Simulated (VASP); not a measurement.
Band structure of PbI2 (1T layered). These are rev-vdW-DF2, VASP's PBE PAW potentials (set 64) (plane waves; VASP 6.6.1) values and carry that method's errors.

Unless said otherwise, spin-orbit coupling is left out, though it shifts the bands of the heavy elements here.

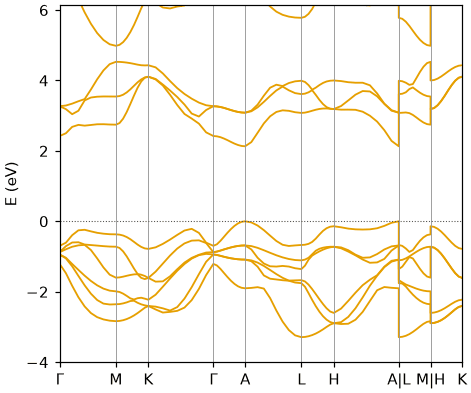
Fig. 1. Bands along high-symmetry lines, zero at the valence-band maximum or, without a gap, the Fermi level

Problem. Read the plot: is there a gap, and where are the band edges?

Solution. The gap is direct, 2.13 eV, from the valence maximum at A to the conduction minimum at A. (Edges off the drawn lines would not show.)

Measured: gap 2.40 eV (computed value off by -0.27 eV), as given by Wikipedia, List of semiconductor materials.

The compound is PbI2 in the 1T layered structure. It was relaxed first.
